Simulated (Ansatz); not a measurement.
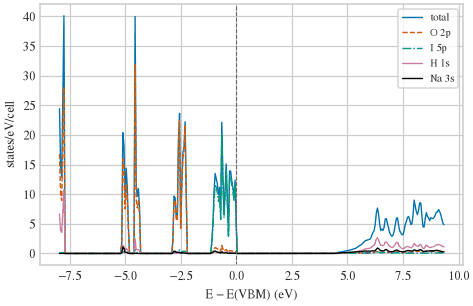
Fig. 1. Total and projected density of states of NaH₄IO₂ in space group P-1 (No. 2; Pearson symbol aP16), plane-wave PAW r²SCAN+D4 (Ansatz code)

Question: Which orbitals carry the states next to the gap?

Answer: Top 1 eV of the valence band: I 5p 92 %, O 2p 5 %. Bottom 1 eV of the conduction band: Na 3s 34 %, H 1s 29 %, O 2s 13 %, I 5s 5 %, outside the projected shells 12 %. Projections are on Löwdin-orthogonalised atomic valence shells; empty p or d shells of many metals are not among them.

The first step of the workflow began from a Materials Project structure, measured or hypothetical; the Crystallography Open Database files this formula in space group No. 2, but the cells were not matched. Whether it is the stable phase at ambient conditions was not checked. The r²SCAN+D4 relaxation kept the symmetry of its start; its stability against distortions is not shown here. Spin–orbit coupling is left out wherever it is not named.

Potentials: the later of the program's two PAW sets.
